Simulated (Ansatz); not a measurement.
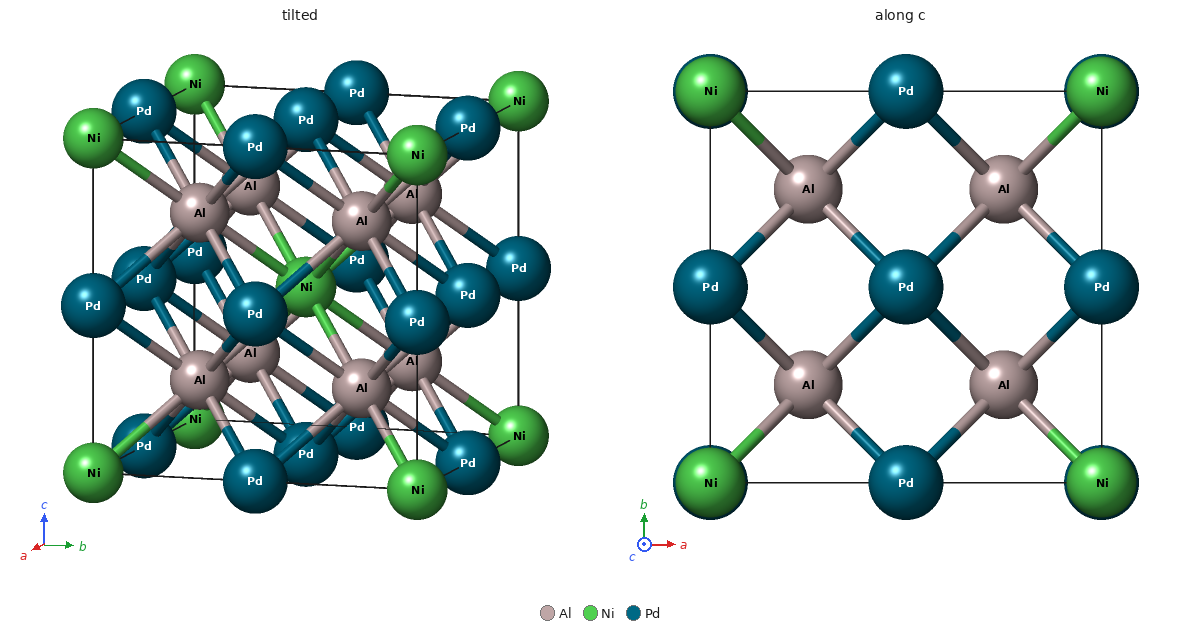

Structure drawing (ball-and-stick), viewed slightly off an axis and along the c axis. The box is the conventional unit cell; atoms on or close to its faces, edges and corners are drawn wherever they repeat.

Al₄NiPd₃, space group Im-3m (No. 229), a = 6.075 Å, b = 6.075 Å, c = 6.075 Å, α = 90.00°, β = 90.00°, γ = 90.00°. Starting structure: a structure type filled with these elements by a generator (whether the compound takes this form wasn't checked). Earlier steps of the study may have refined or changed the cell and positions. An electronic-structure calculation with Ansatz was run on it.

This one geometry was computed with Ansatz (DFT, plane waves, PAW) at three levels of theory: r2SCAN, LDA and PBE.

**Which level gives the highest pressure at this volume, and what does that say about its equilibrium volume?**

Highest: PBE (0.0 GPa), which points to the largest equilibrium volume. Lowest, with the smallest volume: LDA (-9.5 GPa). Levels within 0.5 GPa of each other can't be told apart.

**How does the band gap change with the level of theory?**

All levels give a metal.

**Collect the results in a table.**

| level | cutoff (eV) | k-mesh of the run's cell | gap (eV) | pressure (GPa) |
| --- | --- | --- | --- | --- |
| r2SCAN | 500 | 10×10×10 | metal | -4.1 |
| LDA | 420 | 10×10×10 | metal | -9.5 |
| PBE | 420 | 10×10×10 | metal | 0.0 |

Gaps are taken on the k-mesh or band path of each run.
